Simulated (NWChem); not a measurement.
**C3H10Si (SMILES CC(C)[SiH3]): levels of theory compared**

We compute a comparison of 4 runs (HF/STO-3G, HF/3-21G, B3LYP/6-31G*) of C3H10Si. 

The calculation is run with NWChem 7.3.0.

## 1. The structure to begin with

The species is C3H10Si (14 atoms), meant as a singlet with charge 0. SMILES: `CC(C)[SiH3]`. The coordinates come from a PBE0-D4/def2-TZVP relaxation.

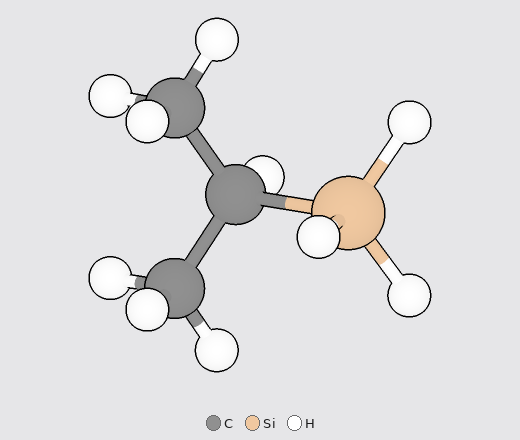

The structure, seen from a chosen angle (carbon grey, silicon light orange, hydrogen white).

## 2. Energy and forces at HF/STO-3G (run 1)

run.nw reads:

```
start run
title "C3H10Si"
memory total 2200 mb
charge 0
geometry units angstroms noautosym nocenter noautoz
  C       -0.718000       0.934400      -0.956300
  C       -0.355000       0.100900       0.269500
  C        0.763800       0.753600       1.076500
  Si       0.100100      -1.660400      -0.219200
  H       -1.545700       0.497100      -1.520300
  H       -1.012100       1.948300      -0.666100
  H        0.134400       1.025700      -1.636800
  H       -1.243200       0.018700       0.909600
  H        1.680100       0.836400       0.483700
  H        1.004200       0.186500       1.979200
  H        0.483500       1.766200       1.384500
  H        0.408900      -2.480600       0.984900
  H        1.302900      -1.647100      -1.099200
  H       -1.016700      -2.309000      -0.960900
end
basis spherical bse
  C library STO-3G
  Si library STO-3G
  H library STO-3G
end
scf
  thresh 1e-08
  maxiter 80
  noprint "final vectors analysis"
end
task scf gradient
```

The run is started by

```console
nwchem run.nw > run.out
```

Standard output:

```text
[...]
  functions       =    34
[...]
  wavefunction    = RHF
[...]
         Total SCF energy =   -403.657543985186
      One-electron energy =   -903.698786453361
      Two-electron energy =    325.369441362849
 Nuclear repulsion energy =    174.671801105326
        Time for solution =      1.8s
[...]
                         RHF ENERGY GRADIENTS
    atom               coordinates                        gradient
                 x          y          z           x          y          z
   1 C      -1.356823   1.765760  -1.807145    0.003175  -0.016557   0.015639
   2 C      -0.670853   0.190673   0.509281    0.013569   0.027286  -0.007430
   3 C       1.443373   1.424098   2.034290   -0.015145  -0.014395  -0.009587
   4 Si      0.189162  -3.137701  -0.414228   -0.011258   0.033467   0.011195
   5 H      -2.920949   0.939383  -2.872950   -0.004084  -0.001323  -0.004139
   6 H      -1.912592   3.681753  -1.258746   -0.001307   0.006165   0.002130
   7 H       0.253979   1.938292  -3.093103    0.005193   0.000719  -0.004201
   8 H      -2.349307   0.035338   1.718895   -0.006844  -0.004989   0.004537
   9 H       3.174929   1.580567   0.914060    0.005599   0.000660  -0.003559
  10 H       1.897663   0.352434   3.740146    0.002515  -0.002092   0.004920
  11 H       0.913683   3.337634   2.616326   -0.001921   0.006269   0.001309
[...]
```

It took 2.6 s on 1 thread of AMD EPYC 9R45 (Zen 5), shared host; peak memory 0.099 GiB.

## 3. Energy and gradient at HF/3-21G (run 2)

calc.nw reads:

```
start calc
memory 2200 mb
charge 0

geometry noautosym nocenter noautoz
   C    -0.718000    0.934400   -0.956300
   C    -0.355000    0.100900    0.269500
   C     0.763800    0.753600    1.076500
   Si    0.100100   -1.660400   -0.219200
   H    -1.545700    0.497100   -1.520300
   H    -1.012100    1.948300   -0.666100
   H     0.134400    1.025700   -1.636800
   H    -1.243200    0.018700    0.909600
   H     1.680100    0.836400    0.483700
   H     1.004200    0.186500    1.979200
   H     0.483500    1.766200    1.384500
   H     0.408900   -2.480600    0.984900
   H     1.302900   -1.647100   -1.099200
   H    -1.016700   -2.309000   -0.960900
end

basis spherical bse
   C library 3-21G
   Si library 3-21G
   H library 3-21G
end

scf
   nopen 0
   rhf
   thresh 1e-08
   maxiter 80
   print low
end

task scf gradient
```

The run is started by

```console
nwchem calc.nw > calc.out
```

Standard output:

```text
[...]
  functions       =    60
[...]
  wavefunction    = RHF
[...]
         Total SCF energy =   -406.158281165786
      One-electron energy =   -904.478938636571
      Two-electron energy =    323.648856365459
 Nuclear repulsion energy =    174.671801105326
        Time for solution =      1.9s
[...]
                         RHF ENERGY GRADIENTS
    atom               coordinates                        gradient
                 x          y          z           x          y          z
   1 C      -1.356823   1.765760  -1.807145    0.002924  -0.011851   0.013134
   2 C      -0.670853   0.190673   0.509281    0.014155   0.001074  -0.010208
   3 C       1.443373   1.424098   2.034290   -0.012469  -0.010021  -0.008063
   4 Si      0.189162  -3.137701  -0.414228   -0.003708   0.014195   0.003967
   5 H      -2.920949   0.939383  -2.872950   -0.003726  -0.001963  -0.003374
   6 H      -1.912592   3.681753  -1.258746   -0.001323   0.005544   0.001158
   7 H       0.253979   1.938292  -3.093103    0.003926   0.000658  -0.003813
   8 H      -2.349307   0.035338   1.718895   -0.004978  -0.002591   0.003393
   9 H       3.174929   1.580567   0.914060    0.004841   0.000534  -0.002486
  10 H       1.897663   0.352434   3.740146    0.001857  -0.002616   0.004295
  11 H       0.913683   3.337634   2.616326   -0.001055   0.005528   0.001545
[...]
```

It took 2.8 s on 1 thread of AMD EPYC 9R45 (Zen 5), shared host; peak memory 0.098 GiB.

Run 3 isn't shown in full; the table further down has it.

## 4. Energy and forces at B3LYP/6-31G(d) (Cartesian functions) (run 4)

nw.nw reads:

```
start nw
memory total 2200 mb

geometry noautosym nocenter noautoz
  C     -0.718000     0.934400    -0.956300
  C     -0.355000     0.100900     0.269500
  C      0.763800     0.753600     1.076500
  Si     0.100100    -1.660400    -0.219200
  H     -1.545700     0.497100    -1.520300
  H     -1.012100     1.948300    -0.666100
  H      0.134400     1.025700    -1.636800
  H     -1.243200     0.018700     0.909600
  H      1.680100     0.836400     0.483700
  H      1.004200     0.186500     1.979200
  H      0.483500     1.766200     1.384500
  H      0.408900    -2.480600     0.984900
  H      1.302900    -1.647100    -1.099200
  H     -1.016700    -2.309000    -0.960900
end

basis cartesian
  C library 6-31G*
  Si library 6-31G*
  H library 6-31G*
end

dft
  xc b3lyp
  grid xfine
  convergence energy 1e-08
  maxiter 100
  mulliken
end

task dft gradient
```

The run is started by

```console
nwchem nw.nw > nw.out
```

Standard output:

```text
[...]
          Wavefunction type:  closed shell.
          No. of atoms     :    14
          No. of electrons :    42
[...]
          Charge           :     0
          Spin multiplicity:     1
[...]
          AO basis - number of functions:    84
[...]
              XC Information
              --------------
                         B3LYP Method XC Potential
                     Hartree-Fock (Exact) Exchange  0.200
                        Slater Exchange Functional  0.800 local
                    Becke 1988 Exchange Functional  0.720 non-local
              Lee-Yang-Parr Correlation Functional  0.810
                  VWN I RPA Correlation Functional  0.190 local
[...]
 d= 0,ls=0.0,diis     1   -409.7930741985 -5.84D+02  7.11D-03  4.06D-01     3.8
[...]
 d= 0,ls=0.0,diis     8   -409.8319525962  3.46D-09  2.50D-06  1.17D-07    26.2
         Total DFT energy =     -409.831952596236
      One electron energy =     -907.947141713075
           Coulomb energy =      364.412612104505
    Exchange-Corr. energy =      -40.969224092991
 Nuclear repulsion energy =      174.671801105326
[...]
      Total Density - Mulliken Population Analysis
     ---------------------------------------------
    Atom       Charge   Shell Charges
 -----------   ------   -------------------------------------------------------
    1 C    6     6.45   1.99  0.68  2.12  0.64  0.99  0.03
    2 C    6     6.27   1.99  0.68  2.10  0.59  0.89  0.02
    3 C    6     6.45   1.99  0.68  2.12  0.64  0.99  0.03
    4 Si  14    13.66   2.00  1.99  5.96  1.03  1.91  0.25  0.37  0.13
    5 H    1     0.85   0.53  0.32
    6 H    1     0.86   0.53  0.33
    7 H    1     0.85   0.53  0.32
    8 H    1     0.85   0.53  0.32
    9 H    1     0.85   0.53  0.32
   10 H    1     0.85   0.53  0.32
[...]
  wavefunction    = closed shell
[...]
```

It took 32 s on 1 thread of AMD EPYC 9R45 (Zen 5), shared host; peak memory 0.17 GiB.

## 5. Overview of the runs

| run | level | iteration cap | module | energy (Eh) | dipole moment (D) | largest force (eV/Å) | wall time |
| --- | --- | --- | --- | --- | --- | --- | --- |
| 1 | HF/STO-3G | 80 | scf | -403.657544 | 0.16 | 1.905 | 2.6 s |
| 2 | HF/3-21G | 80 | scf | -406.158281 | – | 0.922 | 2.8 s |
| 3 | B3LYP/6-31G* (spherical functions) | 100 | dft | -409.828109 | 0.87 | 0.280 | 31 s |
| 4 | B3LYP/6-31G* (Cartesian functions) | 100 | dft | -409.831953 | 0.87 | 0.270 | 32 s |

## 6. What came out

| quantity | value |
| --- | --- |
| run 4: total energy | -409.83195 Eh |
| run 4: dipole moment | 0.87 D |
| run 4: HOMO energy | -7.78 eV |
| run 4: LUMO energy | 1.16 eV |
| run 4: HOMO–LUMO gap | 8.94 eV |
| run 4: largest force on an atom | 0.270 eV/Å |

**Reading.** Over runs 1, 3, 4 the dipole moment (its size) runs from 0.16 D (HF/STO-3G) to 0.87 D (B3LYP/6-31G*). The two ends differ in method and basis. In run 1 the basis is minimal, so the values are rough. All runs together took 68 s, the longest 32 s.
